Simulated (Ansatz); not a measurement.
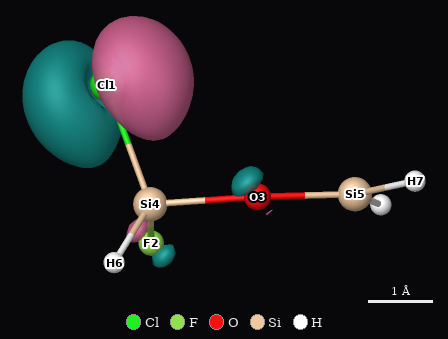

*ClFH₃OSi₂ (charge +1). The HOMO−1 at ±0.2 Å⁻³ᐟ² (teal and pink are the two phases), seen from one side.*

Geometry: PBE0-D3(BJ)/def2-SVP.

Theory: Ansatz 0.2.0, isolated molecule in a Gaussian basis; Kohn-Sham density functional theory, functional PBE0.

| atom | x (Å) | y (Å) | z (Å) |
| --- | --- | --- | --- |
| Cl | -2.0495 | 1.1671 | 3.5654 |
| F | -3.5575 | 1.0318 | 0.9853 |
| O | -1.2591 | -0.1541 | 1.0181 |
| Si | -2.6734 | 0.1324 | 1.9670 |
| Si | -0.2654 | 0.1322 | -0.1705 |
| H | -3.2696 | -1.1790 | 2.2270 |
| H | 0.9386 | -0.7131 | -0.2426 |
| H | -0.5769 | 1.2050 | -1.1347 |

Q: What is the character of this orbital?

A: It lies mainly on Cl1 (about 85 %); largely a lone pair of Cl1. Its energy is −14.04 eV.
